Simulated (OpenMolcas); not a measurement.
InH$_{3}$O: energy and gradient calculation (part 2 of 2)

InH$_{3}$O (InH2(OH)), SMILES [H][In]([H])[OH]; HF/def2-SVP, RHF (OpenMolcas 26.06). The geometry comes from this level: GFN2-xTB.

Geometry of the input (Å):
```
In 0.3402  0.4657  -0.1041
H  2.0129  0.4516  -0.3101
H  -0.6601  1.8452  -0.1354
O  -0.3826  -1.2934  0.2007
H  -1.3104  -1.4692  0.3489
```

What the program printed, continued:
```
 *****************************************************************************************************************************
 *                                             SCF/KS-DFT Program, Final results                                             *
 *                                                       Final Results                                                       *
 *****************************************************************************************************************************

::    Total SCF energy                               -265.7311737597
      One-electron energy                            -582.4587290207
      Two-electron energy                             245.5157663888
      Nuclear repulsion energy                         71.2117888723
      Kinetic energy (interpolated)                   149.9194017933
      Virial theorem                                    1.7724935571
      Total spin, S(S+1)                                0.0000000000
      Total spin, S                                     0.0000000000
      Max non-diagonal density matrix element           0.0000000974
      Max non-diagonal Fock matrix element              0.0000000094

      All orbitals with orbital energies smaller than  E(LUMO)+0.5 are printed

++    Molecular orbitals:
      -------------------

      Title: SCF orbitals

      Molecular orbitals for symmetry species 1: a

      Basis set list:
        1 IN1    1s                 12 IN1    2py                23 IN1    3d1+               34 H3     2px                45 O4     2pz
        2 IN1    1s                 13 IN1    2pz                24 IN1    3d1+               35 H3     2py                46 O4     3d2-
        3 IN1    1s                 14 IN1    2pz                25 IN1    3d2+               36 H3     2pz                47 O4     3d1-
        4 IN1    1s                 15 IN1    2pz                26 IN1    3d2+               37 O4     1s                 48 O4     3d0
        5 IN1    2px                16 IN1    2pz                27 H2     1s                 38 O4     1s                 49 O4     3d1+
        6 IN1    2px                17 IN1    3d2-               28 H2     1s                 39 O4     1s                 50 O4     3d2+
        7 IN1    2px                18 IN1    3d2-               29 H2     2px                40 O4     2px                51 H5     1s
        8 IN1    2px                19 IN1    3d1-               30 H2     2py                41 O4     2px                52 H5     1s
        9 IN1    2py                20 IN1    3d1-               31 H2     2pz                42 O4     2py                53 H5     2px
       10 IN1    2py                21 IN1    3d0                32 H3     1s                 43 O4     2py                54 H5     2py
       11 IN1    2py                22 IN1    3d0                33 H3     1s                 44 O4     2pz                55 H5     2pz

  Index Energy  Occupation Coefficients ...

    1  -20.5079    2.0000         37 O4     1s     ( 0.990),

    2   -5.3862    2.0000          2 IN1    1s     ( 1.300),

    3   -3.6480    2.0000         13 IN1    2pz    ( 0.505),    14 IN1    2pz    ( 0.582),

    4   -3.6396    2.0000          6 IN1    2px    ( 0.277),     9 IN1    2py    ( 0.446),    10 IN1    2py    ( 0.513),

    5   -3.6391    2.0000          5 IN1    2px    (-0.449),     6 IN1    2px    (-0.517),    10 IN1    2py    ( 0.285),

    6   -1.2560    2.0000         37 O4     1s     ( 0.276),    38 O4     1s     ( 0.538),    39 O4     1s     ( 0.360),

    7   -1.0355    2.0000         21 IN1    3d0    ( 0.889),

    8   -1.0316    2.0000         19 IN1    3d1-   ( 0.837),

    9   -1.0288    2.0000         17 IN1    3d2-   ( 0.493),    25 IN1    3d2+   ( 0.822),

   10   -1.0285    2.0000         23 IN1    3d1+   ( 0.868),

   11   -1.0195    2.0000         17 IN1    3d2-   (-0.760),    25 IN1    3d2+   ( 0.444),

   12   -0.6356    2.0000          2 IN1    1s     (-0.218),     3 IN1    1s     ( 0.306),    40 O4     2px    ( 0.404),    41 O4     2px    ( 0.221),
                                  51 H5     1s     (-0.332),

   13   -0.5331    2.0000          2 IN1    1s     (-0.272),     3 IN1    1s     ( 0.383),    32 H3     1s     ( 0.232),    40 O4     2px    (-0.270),
                                  42 O4     2py    ( 0.221),

   14   -0.4608    2.0000         44 O4     2pz    ( 0.588),    45 O4     2pz    ( 0.485),

   15   -0.4551    2.0000         27 H2     1s     ( 0.237),    42 O4     2py    (-0.454),    43 O4     2py    (-0.359),

   16   -0.4083    2.0000          7 IN1    2px    (-0.256),    11 IN1    2py    ( 0.171),    27 H2     1s     (-0.274),    28 H2     1s     (-0.228),
                                  32 H3     1s     ( 0.306),    33 H3     1s     ( 0.266),    42 O4     2py    (-0.159),

   17    0.0438    0.0000         16 IN1    2pz    (-0.824),

   18    0.1063    0.0000          4 IN1    1s     (-0.545),     8 IN1    2px    ( 0.801),    12 IN1    2py    ( 0.756),    39 O4     1s     ( 0.518),

   19    0.1422    0.0000          4 IN1    1s     (-1.884),    28 H2     1s     ( 1.063),    33 H3     1s     ( 1.086),

   20    0.1671    0.0000          8 IN1    2px    (-1.516),    12 IN1    2py    ( 1.003),    28 H2     1s     ( 0.958),    33 H3     1s     (-0.844),

   21    0.2514    0.0000          3 IN1    1s     (-1.201),    39 O4     1s     (-0.723),    52 H5     1s     ( 1.301),

   22    0.2791    0.0000          3 IN1    1s     ( 1.631),     4 IN1    1s     (-1.721),    52 H5     1s     ( 1.359),

   23    0.3018    0.0000         15 IN1    2pz    (-1.362),    16 IN1    2pz    ( 1.032),

   24    0.3428    0.0000          7 IN1    2px    (-1.311),    28 H2     1s     ( 0.949),    33 H3     1s     (-0.888),

   25    0.4103    0.0000          3 IN1    1s     ( 0.969),     4 IN1    1s     (-0.873),    11 IN1    2py    (-1.110),    12 IN1    2py    ( 0.828),

   26    0.4689    0.0000         24 IN1    3d1+   ( 0.943),

   27    0.5406    0.0000         20 IN1    3d1-   ( 0.995),

--

++    Molecular charges:
      ------------------

      Mulliken charges per centre and basis function type
      ---------------------------------------------------

                IN1     H2      H3      O4      H5
      1s       2.9163  1.1709  1.1794  3.7719  0.7313
      2px      2.6136  0.0074  0.0030  1.3585  0.0367
      2pz      2.0932  0.0006  0.0004  1.8500  0.0175
      2py      2.4011  0.0008  0.0049  1.7133  0.0164
      3d2+     2.0429  0.0000  0.0000  0.0040  0.0000
      3d1+     2.0055  0.0000  0.0000  0.0005  0.0000
      3d0      1.9966  0.0000  0.0000  0.0012  0.0000
      3d1-     2.0231  0.0000  0.0000  0.0007  0.0000
      3d2-     2.0377  0.0000  0.0000  0.0006  0.0000
      Total   20.1300  1.1796  1.1878  8.7007  0.8019

      N-E      0.8700 -0.1796 -0.1878 -0.7007  0.1981

      Total electronic charge=   32.000000

      Total            charge=   -0.000000
--

++    Molecular properties:
      ---------------------

      Charge (e):
                      =   -0.0000
      Dipole Moment (debye):
      Origin of the operator (angstrom)=    0.2465    0.2513   -0.0661
                   X= -1.0301E+00               Y=  1.4126E+00               Z= -4.7124E-02           Total=  1.7490E+00
      Quadrupole Moment (debye*angstrom):
      Origin of the operator (angstrom)=    0.2465    0.2513   -0.0661
                  XX= -3.0157E+01              XY=  2.4026E+00              XZ=  1.0116E-01              YY= -3.6241E+01
                  YZ=  7.8192E-01              ZZ= -2.6937E+01
      In traceless form (debye*angstrom)
                  XX=  1.4318E+00              XY=  3.6039E+00              XZ=  1.5174E-01              YY= -7.6934E+00
                  YZ=  1.1729E+00              ZZ=  6.2616E+00
--

--- Stop Module: scf /rc=_RC_ALL_IS_WELL_ ---

--- Start Module: alaska ---

                                              &ALASKA

                       available to each process: 1.9 GB of memory, 1 thread

                     Threshold for contributions to the gradient: 1.000E-07

                    ********************************************
                    * Symmetry Adapted Cartesian Displacements *
                    ********************************************

           Irreducible representation : a
           Basis function(s) of irrep: x, y, xy, Rz, z, xz, Ry, yz, Rx, I

 Basis Label        Type   Center Phase
   1   IN1          x         1     1
   2   IN1          y         1     1
   3   IN1          z         1     1
   4   H2           x         2     1
   5   H2           y         2     1
   6   H2           z         2     1
   7   H3           x         3     1
   8   H3           y         3     1
   9   H3           z         3     1
  10   O4           x         4     1
  11   O4           y         4     1
  12   O4           z         4     1
  13   H5           x         5     1
  14   H5           y         5     1
  15   H5           z         5     1

                     No automatic utilization of translational and rotational invariance of the energy is employed.

 Conventional ERI gradients!

 **************************************************
 *              Molecular gradients               *
 **************************************************

  Irreducible representation: a
 ------------------------------------------------------------------------------------------
                              X                       Y                       Z
 ------------------------------------------------------------------------------------------
  IN1              -7.79883681690352E-03   -2.22691300451121E-02    3.32198532791139E-03
  H2               -1.22193386497091E-02    4.59168918241243E-04    1.65418693084496E-03
  H3                6.85409761852140E-03   -5.14730830533683E-03   -1.38899911114806E-04
  O4                2.77713247873931E-02    2.97662892654067E-02   -7.26410669834099E-03
  H5               -1.46072469392964E-02   -2.80901983318915E-03    2.42683435069380E-03
 ------------------------------------------------------------------------------------------

--- Stop Module: alaska /rc=_RC_ALL_IS_WELL_ ---

.##################.
.# Happy landing! #.
.##################.

    Timing: Wall=2.96 User=2.41 System=0.55
```

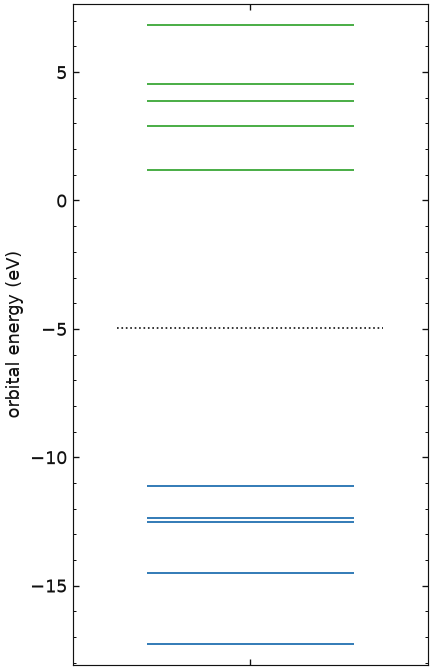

**Figure 1.** Orbital energies near the frontier; the dotted line parts filled from empty levels, and levels within 0.02 eV of each other stand side by side. Highest filled −11.11 eV, lowest empty 1.19 eV, 12.30 eV apart.

Results in brief:

| quantity | value |
| --- | --- |
| outcome | converged |
| total energy | −265.731174 hartree |
| basis functions | 55 |
| largest force | 2.126 eV/Å |
| HOMO | −11.11 eV |
| LUMO | 1.19 eV |
| dipole moment | 1.75 debye |
| wall time | 3.3 s |
| peak memory | 0.39 GiB |
